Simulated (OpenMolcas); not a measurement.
**CH6Si (SMILES C[SiH3]), step by step**

We compute a single-point energy (HF/ANO-RCC-MB), then a single-point energy (CASSCF(2,2)/ANO-RCC-VTZP), then a single-point energy (CASPT2(2,2)/ANO-RCC-VTZP) of CH6Si. 

The results are computed with OpenMolcas 26.06.

**1. The structure to begin with**

CH6Si: 8 atoms, total charge 0, spin state singlet. As SMILES, `C[SiH3]`. Geometry: relaxed at PBE0-D4/def2-TZVP.

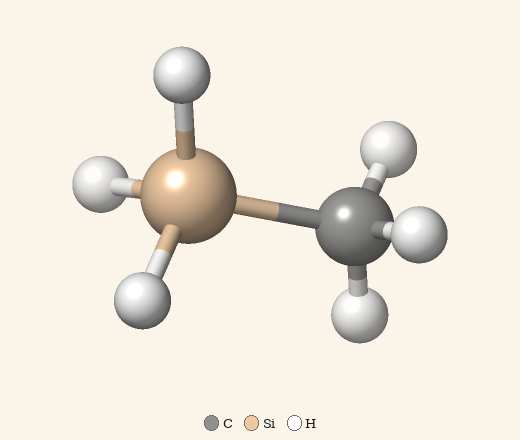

The structure, seen from a chosen angle (carbon grey, silicon light orange, hydrogen white).

**2. The energy at HF/ANO-RCC-MB (DKH2) (run 1)**

step1.inp reads:

```
* CH6Si Hartree-Fock
>>> EXPORT MOLCAS_PRINT=2

&GATEWAY
  Coord
  8
  angstrom
  C       -0.181500       0.239740      -0.940300
  Si       0.162420      -0.214550       0.841500
  H       -1.240470       0.112510      -1.175580
  H        0.395470      -0.391420      -1.619800
  H        0.086600       1.280720      -1.133860
  H       -0.624960       0.646220       1.765390
  H        1.605560      -0.040010       1.159870
  H       -0.203110      -1.633210       1.102780
  Basis
  ANO-RCC-MB
  Group
  NoSym

&SEWARD

&SCF
  PrOrbitals
  1 1
```

Started as:

```
$ export MOLCAS_MEM=1860
$ pymolcas step1.inp > step1.log
```

What it wrote:

```text
--- Start Module: gateway ---
[...]
--- Stop Module: gateway /rc=_RC_ALL_IS_WELL_ ---
--- Start Module: seward ---
[...]
      Basis functions           20
--- Stop Module: seward /rc=_RC_ALL_IS_WELL_ ---
[...]
--- Start Module: scf ---
[...]
       Convergence after   8 Iterations
[...]
::    Total SCF energy                               -330.7817306941
[...]
      Total spin, S                                     0.0000000000
[...]
      Total electronic charge=   26.000000
      Total            charge=   -0.000000
[...]
      Dipole Moment (debye):
      Origin of the operator (angstrom)=    0.0518   -0.0685    0.2685
                   X= -1.0860E-01               Y=  1.4347E-01               Z= -5.6269E-01           Total=  5.9076E-01
      Quadrupole Moment (debye*angstrom):
[...]
--- Stop Module: scf /rc=_RC_ALL_IS_WELL_ ---
[...]
```

Wall time 2.3 s (1 thread of Arm Neoverse V1, shared host); peak memory 0.37 GiB.

**3. The energy at CASSCF(2,2)/ANO-RCC-VTZP (DKH2, RICD fitting) (run 2)**

step2.input reads:

```
&GATEWAY
Coord
8
angstrom
C       -0.181500       0.239740      -0.940300
Si       0.162420      -0.214550       0.841500
H       -1.240470       0.112510      -1.175580
H        0.395470      -0.391420      -1.619800
H        0.086600       1.280720      -1.133860
H       -0.624960       0.646220       1.765390
H        1.605560      -0.040010       1.159870
H       -0.203110      -1.633210       1.102780
Basis=ANO-RCC-MB
Group=NoSym
&SEWARD
&RASSCF
FileOrb=$CurrDir/step1.ScfOrb
Alter=2
1 9 13
1 14 20
Spin=1
Nactel=2 0 0
Inactive=12
Ras2=2
OrbListing=Nothing
>>> COPY $Project.RunFile RUNFIL1
>>> COPY $Project.RasOrb INPORB
&GATEWAY
Coord
8
angstrom
C       -0.181500       0.239740      -0.940300
Si       0.162420      -0.214550       0.841500
H       -1.240470       0.112510      -1.175580
H        0.395470      -0.391420      -1.619800
H        0.086600       1.280720      -1.133860
H       -0.624960       0.646220       1.765390
H        1.605560      -0.040010       1.159870
H       -0.203110      -1.633210       1.102780
Basis=ANO-RCC-VTZP
Group=NoSym
RICD
&SEWARD
>>> COPY $Project.RunFile RUNFIL2
&EXPBAS
&RASSCF
FileOrb=$Project.ExpOrb
Spin=1
Nactel=2 0 0
Inactive=12
Ras2=2
OrbListing=Nothing
OrbAppear=Compact
```

Started as:

```
$ export MOLCAS_MEM=1860
$ pymolcas step2.input > step2.log
```

What it wrote:

```text
--- Start Module: gateway ---
[...]
      Basis functions           20
[...]
      Number of active orbitals                  2
[...]
      Spin quantum number                      0.0
[...]
      Active orbitals                            2
[...]
      Number of CSFs                             3
[...]
      Number of root(s) required                 1
[...]
      Convergence after 13 iterations
[...]
      printout of CI-coefficients larger than  0.05 for root  1
      energy=    -330.796012
      conf/sym  11     Coeff  Weight
             1  20   0.99551 0.99105
             3  02  -0.09461 0.00895
      Natural orbitals and occupation numbers for root  1
      sym 1:   1.982097   0.017903
      ************************************************************************************************************************
      *                                                    Final results                                                     *
[...]
::    RASSCF root number  1 Total energy:   -330.79601182
[...]
      Basis functions          148
[...]
      Convergence after 14 iterations
[...]
      Natural orbitals and occupation numbers for root  1
      sym 1:   1.982837   0.017163
      ************************************************************************************************************************
      *                                                    Final results                                                     *
[...]
::    RASSCF root number  1 Total energy:   -330.96130133
[...]
      Total electronic charge=   26.000000
      Total            charge=   -0.000000
[...]
      Dipole Moment (debye):
      Origin of the operator (angstrom)=    0.0518   -0.0685    0.2685
                   X= -1.2284E-01               Y=  1.8587E-01               Z= -7.1762E-01           Total=  7.5141E-01
      Quadrupole Moment (debye*angstrom):
[...]
```

Run time: 24 s. Hardware: 1 thread of Arm Neoverse V1, shared host; peak memory 0.37 GiB.

**4. The energy at CASPT2(2,2)/ANO-RCC-VTZP (DKH2, RICD fitting, ipea shift 0.25 Eh, pt2 variant SS) (run 3)**

step3.inp reads:

```
* CH6Si CASPT2

&GATEWAY
  Coord
  8
  angstrom
  C       -0.181500       0.239740      -0.940300
  Si       0.162420      -0.214550       0.841500
  H       -1.240470       0.112510      -1.175580
  H        0.395470      -0.391420      -1.619800
  H        0.086600       1.280720      -1.133860
  H       -0.624960       0.646220       1.765390
  H        1.605560      -0.040010       1.159870
  H       -0.203110      -1.633210       1.102780
  Basis=ANO-RCC-VTZP
  Group=NoSym
  RICD

&SEWARD

&RASSCF
  FileOrb=$CurrDir/step2.RasOrb
  Spin=1
  Nactel=2 0 0
  Inactive=12
  Ras2=2
  OrbListing=Nothing
  OrbAppear=Compact

&CASPT2
  Imaginary=0.2
```

Started as:

```
$ export MOLCAS_MEM=1860
$ pymolcas step3.inp > step3.log
```

What it wrote:

```text
--- Start Module: gateway ---
[...]
--- Stop Module: gateway /rc=_RC_ALL_IS_WELL_ ---
[...]
      Basis functions          148
[...]
--- Start Module: rasscf ---
[...]
      Number of active orbitals                  2
[...]
      Spin quantum number                      0.0
[...]
      Active orbitals                            2
[...]
      Number of CSFs                             3
[...]
      Number of root(s) required                 1
[...]
      Convergence after  4 iterations
[...]
      printout of CI-coefficients larger than  0.05 for root  1
      energy=    -330.961301
      conf/sym  11     Coeff  Weight
             1  20   0.99570 0.99142
             3  02  -0.09264 0.00858
      Natural orbitals and occupation numbers for root  1
      sym 1:   1.982837   0.017163
      ************************************************************************************************************************
      *                                                    Final results                                                     *
[...]
::    RASSCF root number  1 Total energy:   -330.96130133
[...]
      Total electronic charge=   26.000000
      Total            charge=   -0.000000
[...]
      Dipole Moment (debye):
      Origin of the operator (angstrom)=    0.0518   -0.0685    0.2685
                   X= -1.2283E-01               Y=  1.8586E-01               Z= -7.1756E-01           Total=  7.5135E-01
      Quadrupole Moment (debye*angstrom):
[...]
--- Stop Module: rasscf /rc=_RC_ALL_IS_WELL_ ---
[...]
--- Start Module: caspt2 ---
[...]
      E2 (Variational):          -0.3249637733
      Total energy:            -331.2862651043
[...]
      Reference weight:           0.90196
[...]
::    CASPT2 Root  1     Total energy:   -331.28626510
[...]
--- Stop Module: caspt2 /rc=_RC_ALL_IS_WELL_ ---
[...]
```

It took 18 s on 1 thread of Arm Neoverse V1, shared host; peak memory 0.26 GiB.

**5. Summary of results**

```
                                                       quantity          value
                             run 1, HF/ANO-RCC-MB: total energy  -330.78173 Eh
                            run 1, HF/ANO-RCC-MB: dipole moment         0.59 D
                              run 1, HF/ANO-RCC-MB: HOMO energy      -13.48 eV
                              run 1, HF/ANO-RCC-MB: LUMO energy        8.16 eV
                            run 1, HF/ANO-RCC-MB: HOMO–LUMO gap       21.64 eV
                  run 2, CASSCF(2,2)/ANO-RCC-VTZP: total energy  -330.96130 Eh
run 2, CASSCF(2,2)/ANO-RCC-VTZP: dipole moment (CASSCF density)         0.75 D
                  run 3, CASPT2(2,2)/ANO-RCC-VTZP: total energy  -331.28627 Eh
run 3, CASPT2(2,2)/ANO-RCC-VTZP: dipole moment (CASSCF density)         0.75 D
```

Mulliken charges (run 1, HF/ANO-RCC-MB) run from -0.72 on C1 to +0.42 on Si2; they depend strongly on the basis. Mulliken charges (run 2, CASSCF(2,2)/ANO-RCC-VTZP) run from -0.30 on Si2 to +0.11 on H4.
